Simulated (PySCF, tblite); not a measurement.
# CH₆AlBO₃Si, a small gas-phase stand-in for a defect centre: NMR shifts, core binding energies and electronic excitations, part 2 of 2

tblite 0.8.0 and PySCF 2.14.0. Atoms count from 0, parts from 1. The steps go on from the part before.

## Step 5: Core holes by ΔSCF: SCAN, X2C

The job: settings as JSON, then the geometry in Å.

```
{"job": {"kind": "xps", "holes": 5}, "charge": 0, "multiplicity": 1}
C     -1.311963     0.524835     0.720866
O     -0.727168     1.578365     0.382828
Al     0.485858     1.119155    -0.916801
O     -0.125363     0.299341    -2.258528
O      1.870605     2.073473    -0.976112
B     -1.671037    -0.771738     1.021531
Si     0.237205    -1.370917     0.938587
H     -0.909871    -0.251124    -2.234952
H      2.205646     2.683788    -0.320243
H     -2.612102    -1.494674     1.168075
H      1.031819    -1.558354     2.192623
H      1.096519    -0.285857     0.228753
H      0.440150    -2.563303     0.060600
```

Method: delta-SCF UKS SCAN, pcX-2 on the ionised atom, pcseg-1 elsewhere, spin-free X2C.

The log of the run:

```text
ground state, core basis on atom 0 (C), 167 functions
  cycle   1  E = -824.90769481  |g| = 1.16e+00
  cycle   2  E = -823.94559267  |g| = 2.40e+00
  cycle   3  E = -825.15355550  |g| = 2.53e-01
  cycle   4  E = -825.16888469  |g| = 1.23e-01
  cycle   5  E = -825.17173864  |g| = 8.17e-02
  cycle   6  E = -825.17333996  |g| = 2.35e-02
  cycle   7  E = -825.17349373  |g| = 9.80e-03
  cycle   8  E = -825.17351725  |g| = 2.31e-03
  cycle   9  E = -825.17351740  |g| = 4.97e-04
  E(ground) = -825.25147634 Eh
hole in C 1s of atom 0
  cycle   1  E = -813.82999518  |g| = 1.51e+00
  cycle   2  E = -810.57471663  |g| = 2.75e+00
  cycle   3  E = -814.08551020  |g| = 8.82e-01
  cycle   4  E = -814.33345161  |g| = 4.76e-01
  cycle   5  E = -814.40162339  |g| = 2.19e-01
  cycle   6  E = -814.41040766  |g| = 1.67e-01
  cycle   7  E = -814.42600058  |g| = 2.38e-02
  cycle   8  E = -814.42627038  |g| = 1.21e-02
  cycle   9  E = -814.42639291  |g| = 6.14e-03
  cycle  10  E = -814.42642361  |g| = 3.74e-03
  cycle  11  E = -814.42644076  |g| = 2.31e-03
  cycle  12  E = -814.42644407  |g| = 7.12e-04
  cycle  13  E = -814.42644497  |g| = 4.13e-04
  E(ion) = -814.50342288 Eh   <S^2> = 0.8239   hole on atom = 1.000   binding energy = 292.469 eV
ground state, core basis on atom 1 (O), 167 functions
  cycle   1  E = -825.19913351  |g| = 1.08e-01
  cycle   2  E = -825.19432192  |g| = 1.54e-01
  cycle   3  E = -825.19848553  |g| = 7.29e-02
  cycle   4  E = -825.19976782  |g| = 1.78e-02
  cycle   5  E = -825.19986284  |g| = 2.53e-03
  cycle   6  E = -825.19986304  |g| = 6.48e-04
  cycle   7  E = -825.19986262  |g| = 1.43e-04
  E(ground) = -825.27513407 Eh
hole in O 1s of atom 1
  cycle   1  E = -804.52397445  |g| = 2.23e+00
  cycle   2  E = -803.25302098  |g| = 2.50e+00
  cycle   3  E = -804.73864034  |g| = 9.53e-01
  cycle   4  E = -804.96469507  |g| = 8.06e-01
  cycle   5  E = -805.36355984  |g| = 1.30e-01
  cycle   6  E = -805.36544134  |g| = 1.08e-01
  cycle   7  E = -805.37075908  |g| = 2.56e-02
  cycle   8  E = -805.37102125  |g| = 8.28e-03
  cycle   9  E = -805.37106466  |g| = 1.61e-03
  cycle  10  E = -805.37106686  |g| = 9.08e-04
  cycle  11  E = -805.37106687  |g| = 4.82e-04
  E(ion) = -805.44694412 Eh   <S^2> = 0.7628   hole on atom = 1.000   binding energy = 539.553 eV
ground state, core basis on atom 2 (Al), 178 functions
  cycle   1  E = -825.25337156  |g| = 2.62e-01
  cycle   2  E = -825.24777706  |g| = 2.02e-01
  cycle   3  E = -825.24640056  |g| = 2.02e-01
  cycle   4  E = -825.25471640  |g| = 4.93e-02
  cycle   5  E = -825.25541140  |g| = 1.76e-02
  cycle   6  E = -825.25549999  |g| = 1.65e-03
  cycle   7  E = -825.25550163  |g| = 5.81e-04
  cycle   8  E = -825.25550335  |g| = 1.57e-04
  E(ground) = -825.29474156 Eh
hole in Al 2p of atom 2
  cycle   1  E = -821.97971238  |g| = 1.09e+00
  cycle   2  E = -821.52633311  |g| = 1.20e+00
  cycle   3  E = -822.10990375  |g| = 4.53e-01
  cycle   4  E = -822.23344337  |g| = 1.88e-01
  cycle   5  E = -822.23496692  |g| = 1.78e-01
  cycle   6  E = -822.24888789  |g| = 4.46e-02
  cycle   7  E = -822.24999632  |g| = 1.92e-02
  cycle   8  E = -822.25019878  |g| = 4.94e-03
  cycle   9  E = -822.25021286  |g| = 1.30e-03
  cycle  10  E = -822.25021406  |g| = 8.36e-04
  cycle  11  E = -822.25021471  |g| = 2.34e-04
  E(ion) = -822.29655851 Eh   <S^2> = 0.7524   hole on atom = 1.004   binding energy = 81.585 eV
  2p3/2 = 81.620 eV   2p1/2 = 82.116 eV
ground state, core basis on atom 3 (O), 167 functions
  cycle   1  E = -825.20060849  |g| = 1.01e-01
  cycle   2  E = -825.19975940  |g| = 7.97e-02
  cycle   3  E = -825.20017675  |g| = 6.24e-02
  cycle   4  E = -825.20088425  |g| = 1.53e-02
  cycle   5  E = -825.20094621  |g| = 2.25e-03
  cycle   6  E = -825.20094540  |g| = 3.43e-04
  E(ground) = -825.27504580 Eh
hole in O 1s of atom 3
  cycle   1  E = -804.60714591  |g| = 2.22e+00
  cycle   2  E = -803.06935141  |g| = 2.43e+00
  cycle   3  E = -805.11277012  |g| = 7.55e-01
  cycle   4  E = -805.21940997  |g| = 5.40e-01
  cycle   5  E = -805.34918287  |g| = 3.32e-01
  cycle   6  E = -805.41524081  |g| = 1.01e-01
  cycle   7  E = -805.41996363  |g| = 4.74e-02
  cycle   8  E = -805.42083915  |g| = 1.21e-02
  cycle   9  E = -805.42091483  |g| = 2.27e-03
  cycle  10  E = -805.42091958  |g| = 1.14e-03
  cycle  11  E = -805.42092074  |g| = 5.17e-04
  cycle  12  E = -805.42091961  |g| = 2.29e-04
  E(ion) = -805.49563135 Eh   <S^2> = 0.7615   hole on atom = 1.000   binding energy = 538.225 eV
ground state, core basis on atom 5 (B), 167 functions
  cycle   1  E = -825.16184960  |g| = 8.57e-02
  cycle   2  E = -825.15911074  |g| = 1.36e-01
  cycle   3  E = -825.16280211  |g| = 2.45e-02
  cycle   4  E = -825.16278126  |g| = 2.58e-02
  cycle   5  E = -825.16296536  |g| = 3.30e-03
  cycle   6  E = -825.16296578  |g| = 6.15e-04
  cycle   7  E = -825.16296645  |g| = 1.80e-04
  E(ground) = -825.24106803 Eh
hole in B 1s of atom 5
  cycle   1  E = -817.57828385  |g| = 1.18e+00
  cycle   2  E = -815.22470369  |g| = 2.14e+00
  cycle   3  E = -817.74084628  |g| = 7.87e-01
  cycle   4  E = -817.97661154  |g| = 2.74e-01
  cycle   5  E = -817.99388599  |g| = 1.88e-01
  cycle   6  E = -818.01344005  |g| = 6.27e-02
  cycle   7  E = -818.01572098  |g| = 2.27e-02
  cycle   8  E = -818.01596612  |g| = 1.33e-02
  cycle   9  E = -818.01612109  |g| = 6.21e-03
  cycle  10  E = -818.01622083  |g| = 4.10e-03
  cycle  11  E = -818.01629311  |g| = 3.67e-03
  cycle  12  E = -818.01632204  |g| = 2.08e-03
  cycle  13  E = -818.01632936  |g| = 9.44e-04
  cycle  14  E = -818.01633342  |g| = 3.79e-04
  E(ion) = -818.09583338 Eh   <S^2> = 0.8357   hole on atom = 1.000   binding energy = 194.432 eV
```

Run time: 51 s. Hardware: 1 thread of Arm Neoverse V1, shared host; peak memory 0.66 GiB.

Binding energies by hole, beside the orbital energy of the ground state; the difference holds orbital relaxation and, for a density functional, its self-interaction error:

| hole | stands for | environment | ΔSCF (eV; 2p as the shell's mean) | −ε (eV) | ⟨S²⟩ |
| --- | --- | --- | --- | --- | --- |
| C1s on C0 | C0 | carbon bonded to B, O | 292.47 | 276.3 | 0.824 |
| O1s on O1 | O1 | oxygen bonded to C, Al | 539.55 | 518.6 | 0.763 |
| Al2p on Al2 | Al2 | aluminium bonded to 3 O | 81.79 | 71.6 | 0.752 |
| O1s on O3 | O3 | oxygen bonded to Al, H | 538.23 | 516.4 | 0.761 |
| B1s on B5 | B5 | boron bonded to C, Si, H | 194.43 | 179.5 | 0.836 |

With the spin-orbit splitting: Al2 2p3/2 81.62, 2p1/2 82.12 eV. The table gives each 2p level as the mean over the whole 2p shell (two parts 2p3/2, one part 2p1/2), which differs a little from the single hole in the log.

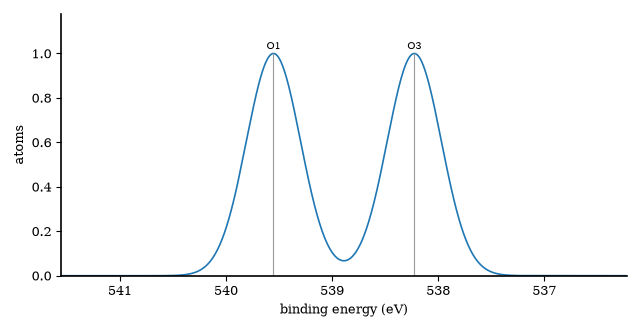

The O1s photoelectron lines, weighted by the number of atoms. Only 2 of the 3 O atoms are covered by sound results. Lines are broadened to a width of 0.60 eV (Gaussian).

## Step 6: Excited states and response: CAM-B3LYP/def2-SVPD

Same as in step 5 but for these lines:

```diff
@@ -1,2 +1,2 @@
-{"job": {"kind": "xps", "holes": 5}, "charge": 0, "multiplicity": 1}
+{"job": {"kind": "uv", "xc": "CAM-B3LYP", "basis": "def2-SVPD", "nstates": 6, "ntriplets": 2, "ip": true}, "charge": 0, "multiplicity": 1}
 C     -1.311963     0.524835     0.720866
```

With the program's defaults for keys left out, this is: TDDFT CAM-B3LYP/def2-SVPD, vertical, gas phase, core orbitals frozen in the response.

The log of the run:

```text
coarse grid: 12400 points
cycle   1  E = -823.3819718678  dE =  8.899e-01  |g| = 1.129e+00  |ddm| = 5.841e+00
cycle   2  E = -823.1587050740  dE =  2.233e-01  |g| = 1.595e+00  |ddm| = 3.947e+00
cycle   3  E = -823.6346983905  dE = -4.760e-01  |g| = 8.900e-02  |ddm| = 2.061e+00
cycle   4  E = -823.6365535838  dE = -1.855e-03  |g| = 3.569e-02  |ddm| = 2.992e-01
cycle   5  E = -823.6369164339  dE = -3.629e-04  |g| = 1.732e-02  |ddm| = 1.036e-01
cycle   6  E = -823.6369950181  dE = -7.858e-05  |g| = 4.524e-03  |ddm| = 2.912e-02
cycle   7  E = -823.6370030035  dE = -7.985e-06  |g| = 1.308e-03  |ddm| = 1.283e-02
final grid: 112088 points
cycle   8  E = -823.7740495425  dE = -2.602e-05  |g| = 2.275e-03  |ddm| = 8.529e-02
cycle   9  E = -823.7740492468  dE =  2.957e-07  |g| = 3.116e-03  |ddm| = 1.087e-02
cycle  10  E = -823.7740510981  dE = -1.851e-06  |g| = 3.202e-04  |ddm| = 3.649e-03
cycle  11  E = -823.7740512045  dE = -1.064e-07  |g| = 2.073e-04  |ddm| = 1.651e-03
cycle  12  E = -823.7740512346  dE = -3.011e-08  |g| = 9.405e-05  |ddm| = 6.541e-04
cycle  13  E = -823.7740512556  dE = -2.093e-08  |g| = 3.559e-05  |ddm| = 8.228e-04
cycle  14  E = -823.7740512595  dE = -3.884e-09  |g| = 1.410e-05  |ddm| = 3.920e-04
cycle  15  E = -823.7740512598  dE = -3.570e-10  |g| = 7.952e-06  |ddm| = 1.072e-04
converged SCF energy = -823.7740512598

Static polarisability (au): isotropic 88.576, principal 74.876 84.714 106.138

Singlet excitations
state   eV       nm        f      main configurations
  1   2.4129    513.8   0.00190   H->L 0.93
  2   4.9198    252.0   0.00010   H->L+1 0.71, H->L+2 0.13
  3   5.1710    239.8   0.00860   H->L+2 0.53, H-1->L 0.25
  4   5.5123    224.9   0.01800   H->L+4 0.41, H-1->L 0.23, H->L+2 0.18
  5   6.1043    203.1   0.02284   H->L+3 0.65, H->L+1 0.11
  6   6.2500    198.4   0.05314   H->L+4 0.40, H-1->L 0.14, H->L+5 0.12

Triplet excitations (Tamm-Dancoff, eV): 1.9693 4.1148
Vertical ionisation energy (delta-SCF) = 8.4150 eV
Vertical electron affinity (delta-SCF) = 0.3365 eV
```

Run time: 1.9 min. Hardware: 1 thread of Arm Neoverse V1, shared host; peak memory 1.1 GiB.

The orbitals next to the gap, with their largest atomic shares:

| orbital | eV | atoms |
| --- | --- | --- |
| HOMO−3 | -11.06 | O4 60 %, O3 8 %, Si6 8 % |
| HOMO−2 | -10.90 | O3 70 %, O4 12 %, Al2 6 % |
| HOMO−1 | -10.18 | B5 28 %, Si6 25 %, C0 17 % |
| HOMO | -7.69 | C0 37 %, B5 28 %, O1 20 % |
| LUMO | -0.93 | C0 30 %, Si6 18 %, O1 14 % |
| LUMO+1 | 0.08 | Al2 44 %, Si6 9 %, O4 8 % |
| LUMO+2 | 0.69 | Si6 27 %, Al2 12 %, B5 11 % |

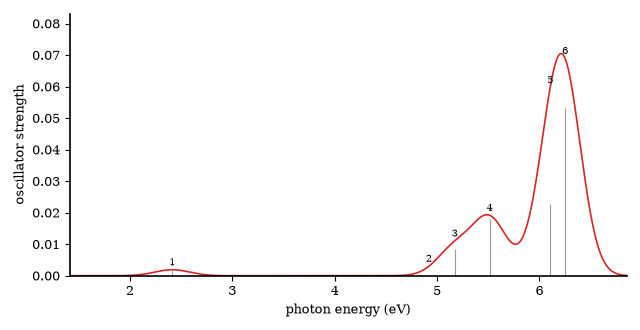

Absorption spectrum from the 6 singlet states computed; above the last one it falls off for lack of states. Lines are broadened to a width of 0.40 eV (Gaussian).

Ground-state properties from the same run:

| property | computed |
| --- | --- |
| dipole moment (D) | 1.49 |
| polarisability (Å³) | 13.13 |
| HOMO–LUMO gap (eV) | 6.76 |
| −ε(HOMO) (eV) | 7.69 |

## Step 7: Outcome

The summary covers parts 1 to 2.

| quantity | value |
| --- | --- |
| point group | C1 |
| rotational constants (main isotopes) | 2.69, 1.22, 1.17 GHz |
| ¹³C shifts against TMS (PBE0/pcSseg-1) | 252.9 ppm |
| ¹H shifts against TMS (PBE0/pcSseg-1) | 5.52, 5.46, 2.20, 1.75, 1.72, 1.64 ppm |
| ¹⁷O shifts against H2O (PBE0/pcSseg-1) | 266.7, 18.4, 8.1 ppm |
| ²⁷Al shifts against AlH4- (PBE0/pcSseg-1) | -13.4 ppm |
| ¹¹B shifts against BF3·OEt2 (PBE0/pcSseg-1) | -53.1 ppm |
| ²⁹Si shifts against TMS (PBE0/pcSseg-1) | 21.6 ppm |
| O1s binding energies, SCAN/pcX-2 (standing for 2 of 3 atoms) | O1 539.55, O3 538.23 eV |
| C1s binding energies, SCAN/pcX-2 | C0 292.47 eV |
| Al2p binding energies, SCAN/pcX-2 | Al2 81.79 eV |
| B1s binding energies, SCAN/pcX-2 | B5 194.43 eV |
| lowest singlet (CAM-B3LYP/def2-SVPD) | 2.41 eV (514 nm), f = 0.002 |
| brightest single state of those computed | state 6, 6.25 eV, f = 0.053 |
| lowest triplet | 1.97 eV |
| vertical ionisation energy (ΔSCF) | 8.42 eV |
| vertical electron affinity (ΔSCF) | 0.34 eV |

The start of the PBE0/def2-SVP relaxation was shaken at random by about 0.01 Å, so part of the energy gained, and of the first lengths quoted, undoes that. Relaxing lowered the energy by 0.411 eV in 20 steps; the close pair that moved most is Si6–H12, from 1.443 to 1.495 Å (PBE0/def2-SVP). No frequency check was run at this level, so the end point may be a saddle. Hydrogens of an XH3 group are listed apart at this fixed geometry; free rotation makes them one line at their mean. At PBE0/pcSseg-1: The widest tensor belongs to O1: span 278 ppm, with a paramagnetic part of -333 ppm. At SCAN/pcX-2: The O1s levels kept as sound span 1.33 eV, from O3 (oxygen bonded to Al, H) up to O1 (oxygen bonded to C, Al). Only 2 of the 3 O atoms are covered by sound results. The lowest singlet, at 2.41 eV, is HOMO→LUMO 0.93 and is weak; of the 6 states computed, the strongest absorption comes from state 6 at 6.25 eV (the last computed, so partners may be missing). The lowest triplet lies 0.44 eV below the lowest singlet (triplets in Tamm-Dancoff, singlets in full TDDFT). ΔSCF puts the ionisation energy at 8.42 eV, 0.73 eV above −ε(HOMO). A capped cluster stands for the solid here, so long-range fields and strain are missing, and bands or shifts of the capping hydrogens have no counterpart in it.
